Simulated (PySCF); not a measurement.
## Run report: CH7ClSi2, geometry relaxation

- system: CH7ClSi2
- method: PBE0-D3(BJ)/def2-SVP geometry optimisation, gas phase (PySCF 2.14.0)

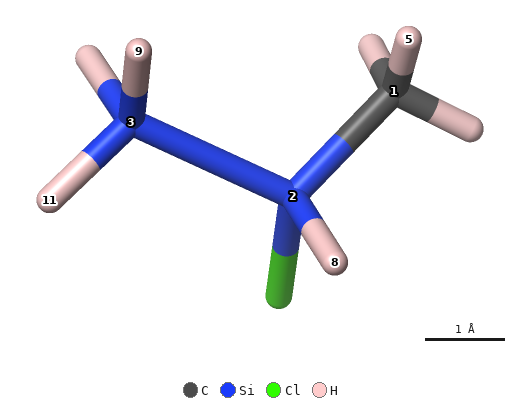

Figure 1. The structure as given in the input (stick view, seen at a tilt; atoms are numbered from 1 in the order of the input). Bond lengths as drawn: Cl–Si 2.04 Å, C–H 1.06 to 1.10 Å, C–Si 1.91 Å, H–Si 1.46 to 1.49 Å and Si–Si 2.30 Å.

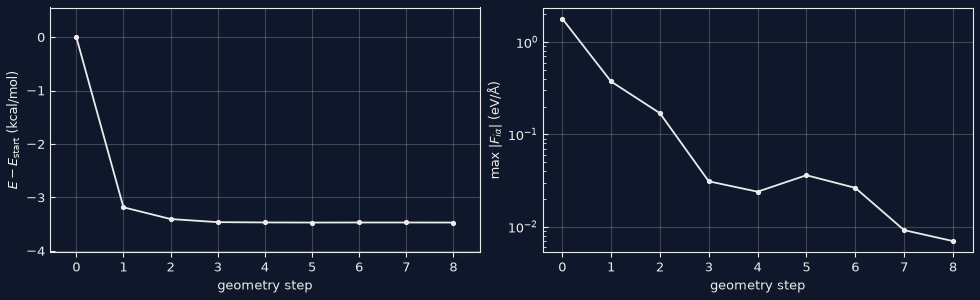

Figure 2. Progress of the relaxation, step by step (steps are counted from 0).

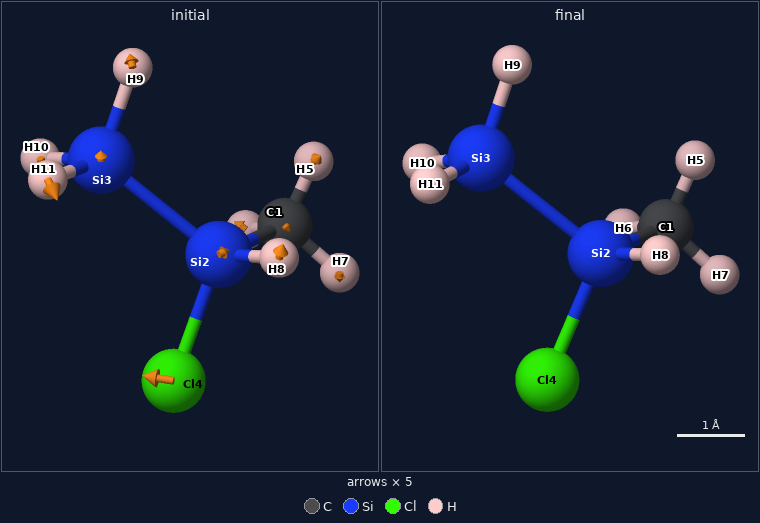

Figure 3. Before (left) and after (right) the relaxation, at one scale (ball-and-stick view, seen at a tilt). The orange arrows give the displacements, magnified 5 times. After 8 geometry steps the energy has fallen by 3.47 kcal/mol. The largest force component goes from 1.8 to 0.007 eV/Å. The largest move after the best rigid fit is that of Cl4, 0.100 Å. Largest moves by element: Cl 0.100 Å, H 0.096 Å, Si 0.039 Å, C 0.026 Å. Among the contacts that change: Si2–Cl4 2.043 → 2.088 Å, Si2–Si3 2.303 → 2.343 Å, C1–H5 1.063 → 1.102 Å, Si3–H10 1.460 → 1.496 Å. Among the angles that change: Si2–Si3–H10 114.0° → 108.7°, H9–Si3–H11 105.3° → 109.0°, Si3–Si2–Cl4 109.5° → 106.0°. (Atoms are counted from 1 in the order of the input.)

The input and output of the run follow.

Input file
```
{"job": {"xc": "PBE0", "basis": "def2-SVP", "d3": "d3bj", "grid": 1, "shake": 0.01, "kind": "geom"}, "charge": 0, "multiplicity": 1}
C     -1.522230    -0.832020    -0.044540
Si    -0.404280     0.711170    -0.080430
Si     1.806220     0.146430     0.232040
Cl    -0.627260     1.614320    -1.898880
H     -1.496980    -1.318810     0.900620
H     -1.265170    -1.521970    -0.815460
H     -2.570710    -0.536360    -0.225580
H     -0.915400     1.690570     0.885760
H      2.000910    -0.478280     1.570700
H      2.319630    -0.804770    -0.748810
H      2.713380     1.303900     0.208920
```

The first line tells a small driver script what to run in PySCF; the rest is the geometry in Å.

Launch command:
```bash
OMP_NUM_THREADS=1 python <driver script> task.json out
```

The program's output
```
step   0  E = -1080.75251210  max force = 0.034986
step   1  E = -1080.75758577  max force = 0.007293
step   2  E = -1080.75793574  max force = 0.003308
step   3  E = -1080.75802879  max force = 0.000605
step   4  E = -1080.75803722  max force = 0.000466
step   5  E = -1080.75804090  max force = 0.000703
step   6  E = -1080.75803877  max force = 0.000514
step   7  E = -1080.75803882  max force = 0.000180
step   8  E = -1080.75804045  max force = 0.000135
optimisation converged
```

Trajectory as extended XYZ (Å, eV, eV/Å), 9 frames, from step=0 to step=8
```
11
Properties=species:S:1:pos:R:3:forces:R:3 step=0 energy=-29408.77380
C    -1.5222   -0.8320   -0.0445   -0.3766   1.7991  -0.3888
Si   -0.4043    0.7112   -0.0804   -0.7909  -1.0119   0.2176
Si    1.8062    0.1464    0.2320    0.3411   0.0708   0.5968
Cl   -0.6273    1.6143   -1.8989    0.0144   0.3450  -0.8227
H    -1.4970   -1.3188    0.9006    0.1732  -0.6606   1.2495
H    -1.2652   -1.5220   -0.8155    0.4572  -0.8405  -0.8679
H    -2.5707   -0.5364   -0.2256    0.1063   0.1181   0.0115
H    -0.9154    1.6906    0.8858    0.0055   0.2700   0.4722
H     2.0009   -0.4783    1.5707   -0.1314  -0.1059   0.1767
H     2.3196   -0.8048   -0.7488    0.0326  -0.4692  -0.5721
H     2.7134    1.3039    0.2089    0.1686   0.4851  -0.0727
11
Properties=species:S:1:pos:R:3:forces:R:3 step=1 energy=-29408.91186
C    -3.0286   -0.3851   -0.3128    0.0715  -0.3084   0.0682
Si   -1.8239    1.0437   -0.2838    0.0336   0.3337  -0.2888
Si    0.4186    0.4486    0.0711   -0.1190  -0.1092  -0.0719
Cl   -1.9075    2.0056   -2.1650    0.0272  -0.1852   0.3750
H    -3.0251   -0.9175    0.6591    0.0107   0.1069  -0.1832
H    -2.7670   -1.1079   -1.1080   -0.0142   0.1289   0.1442
H    -4.0492   -0.0231   -0.5042   -0.0197   0.0419   0.0001
H    -2.2234    2.0510    0.7518   -0.0366  -0.0420  -0.0822
H     0.5393   -0.2041    1.4127    0.0397   0.0047   0.0146
H     0.8468   -0.5294   -0.9777    0.0224   0.0279   0.0216
H     1.2976    1.6549    0.0228   -0.0155   0.0010   0.0021
11
Properties=species:S:1:pos:R:3:forces:R:3 step=2 energy=-29408.92138
C    -3.0203   -0.3848   -0.3098   -0.0027  -0.0828   0.0238
Si   -1.8264    1.0524   -0.2835    0.0114   0.1642  -0.1700
Si    0.4082    0.4414    0.0687   -0.0529  -0.0553  -0.0036
Cl   -1.9034    2.0022   -2.1550    0.0198  -0.0855   0.1701
H    -3.0155   -0.9093    0.6598    0.0006   0.0185  -0.0187
H    -2.7483   -1.1047   -1.0969    0.0050   0.0157   0.0148
H    -4.0423   -0.0264   -0.5067    0.0044   0.0041   0.0011
H    -2.2421    2.0587    0.7406   -0.0192  -0.0002  -0.0160
H     0.5416   -0.2102    1.4106    0.0221   0.0044  -0.0011
H     0.8408   -0.5314   -0.9810    0.0042   0.0075  -0.0015
H     1.2852    1.6486    0.0193    0.0073   0.0094   0.0011
11
Properties=species:S:1:pos:R:3:forces:R:3 step=3 energy=-29408.92392
C    -3.0134   -0.3860   -0.3064   -0.0012   0.0311   0.0010
Si   -1.8301    1.0632   -0.2849   -0.0180   0.0047  -0.0145
Si    0.3987    0.4375    0.0685    0.0046   0.0025   0.0214
Cl   -1.8956    1.9993   -2.1502    0.0082  -0.0017  -0.0089
H    -3.0079   -0.9022    0.6658   -0.0003  -0.0091   0.0296
H    -2.7298   -1.1066   -1.0867    0.0074  -0.0182  -0.0183
H    -4.0370   -0.0361   -0.5102   -0.0022  -0.0100  -0.0019
H    -2.2597    2.0718    0.7299   -0.0024   0.0039   0.0037
H     0.5442   -0.2157    1.4084    0.0048  -0.0001  -0.0036
H     0.8283   -0.5315   -0.9856   -0.0080  -0.0011  -0.0086
H     1.2798    1.6428    0.0176    0.0071  -0.0020   0.0001
11
Properties=species:S:1:pos:R:3:forces:R:3 step=4 energy=-29408.92415
C    -3.0111   -0.3862   -0.3047    0.0002   0.0203  -0.0019
Si   -1.8320    1.0668   -0.2864   -0.0125  -0.0121   0.0137
Si    0.3960    0.4382    0.0699    0.0076   0.0092   0.0124
Cl   -1.8921    1.9969   -2.1536    0.0051   0.0050  -0.0240
H    -3.0050   -0.8984    0.6702    0.0003  -0.0026   0.0137
H    -2.7226   -1.1090   -1.0819    0.0027  -0.0098  -0.0050
H    -4.0359   -0.0421   -0.5119   -0.0008  -0.0083  -0.0013
H    -2.2655    2.0770    0.7254   -0.0003   0.0032  -0.0008
H     0.5441   -0.2173    1.4082    0.0003  -0.0010  -0.0020
H     0.8204   -0.5299   -0.9874   -0.0067  -0.0011  -0.0050
H     1.2812    1.6408    0.0184    0.0041  -0.0029   0.0002
11
Properties=species:S:1:pos:R:3:forces:R:3 step=5 energy=-29408.92424
C    -3.0064   -0.3868   -0.3006    0.0009  -0.0053  -0.0037
Si   -1.8357    1.0732   -0.2901    0.0037  -0.0197   0.0362
Si    0.3913    0.4415    0.0734    0.0052   0.0109  -0.0074
Cl   -1.8842    1.9883   -2.1645   -0.0003   0.0046  -0.0241
H    -2.9998   -0.8887    0.6805    0.0002   0.0063  -0.0088
H    -2.7078   -1.1159   -1.0691   -0.0021   0.0029   0.0127
H    -4.0338   -0.0559   -0.5160    0.0002   0.0004  -0.0004
H    -2.2771    2.0887    0.7133    0.0004   0.0033  -0.0094
H     0.5418   -0.2196    1.4083   -0.0052  -0.0013   0.0013
H     0.8038   -0.5257   -0.9900   -0.0006  -0.0002   0.0030
H     1.2854    1.6375    0.0210   -0.0023  -0.0019   0.0007
11
Properties=species:S:1:pos:R:3:forces:R:3 step=6 energy=-29408.92419
C    -3.0043   -0.3874   -0.2979   -0.0004  -0.0111  -0.0020
Si   -1.8371    1.0753   -0.2925    0.0082  -0.0140   0.0264
Si    0.3894    0.4442    0.0754    0.0013   0.0057  -0.0121
Cl   -1.8796    1.9797   -2.1729   -0.0020  -0.0002  -0.0135
H    -2.9988   -0.8823    0.6868   -0.0011   0.0064  -0.0105
H    -2.7006   -1.1212   -1.0600   -0.0023   0.0052   0.0131
H    -4.0324   -0.0624   -0.5189    0.0017   0.0039  -0.0003
H    -2.2828    2.0957    0.7039    0.0004   0.0035  -0.0102
H     0.5391   -0.2193    1.4092   -0.0049  -0.0003   0.0026
H     0.7976   -0.5232   -0.9898    0.0026   0.0002   0.0054
H     1.2871    1.6374    0.0229   -0.0036   0.0007   0.0011
11
Properties=species:S:1:pos:R:3:forces:R:3 step=7 energy=-29408.92419
C    -3.0037   -0.3881   -0.2958   -0.0014  -0.0092   0.0020
Si   -1.8373    1.0749   -0.2947    0.0076  -0.0017   0.0030
Si    0.3891    0.4467    0.0769   -0.0024  -0.0017  -0.0089
Cl   -1.8761    1.9699   -2.1808   -0.0018  -0.0068   0.0013
H    -3.0006   -0.8773    0.6916   -0.0025   0.0037  -0.0043
H    -2.6975   -1.1263   -1.0523   -0.0005   0.0025   0.0064
H    -4.0315   -0.0651   -0.5214    0.0015   0.0049  -0.0010
H    -2.2858    2.1006    0.6947    0.0004   0.0036  -0.0073
H     0.5366   -0.2164    1.4111   -0.0022   0.0014   0.0025
H     0.7971   -0.5219   -0.9872    0.0043   0.0005   0.0050
H     1.2871    1.6395    0.0241   -0.0031   0.0029   0.0012
11
Properties=species:S:1:pos:R:3:forces:R:3 step=8 energy=-29408.92423
C    -3.0044   -0.3883   -0.2957   -0.0013  -0.0033   0.0026
Si   -1.8367    1.0737   -0.2949    0.0044  -0.0003  -0.0030
Si    0.3898    0.4471    0.0770   -0.0022  -0.0031  -0.0053
Cl   -1.8759    1.9673   -2.1820   -0.0010  -0.0070   0.0028
H    -3.0024   -0.8771    0.6917   -0.0029   0.0017   0.0013
H    -2.6988   -1.1270   -1.0517    0.0005  -0.0008   0.0016
H    -4.0315   -0.0636   -0.5218    0.0015   0.0033  -0.0013
H    -2.2851    2.1004    0.6934    0.0006   0.0043  -0.0058
H     0.5367   -0.2148    1.4120   -0.0010   0.0022   0.0019
H     0.7998   -0.5220   -0.9858    0.0036   0.0002   0.0036
H     1.2861    1.6410    0.0238   -0.0021   0.0029   0.0016
```

Summary

```json
{"quantity": "outcome", "value": "converged"}
{"quantity": "total energy", "value": "−1080.758040 hartree"}
{"quantity": "dipole moment", "value": "1.86 D"}
{"quantity": "point group", "value": "C1"}
{"quantity": "hardware", "value": "1 CPU thread, shared host"}
{"quantity": "wall time", "value": "34 s"}
{"quantity": "peak memory", "value": "0.43 GiB"}
```
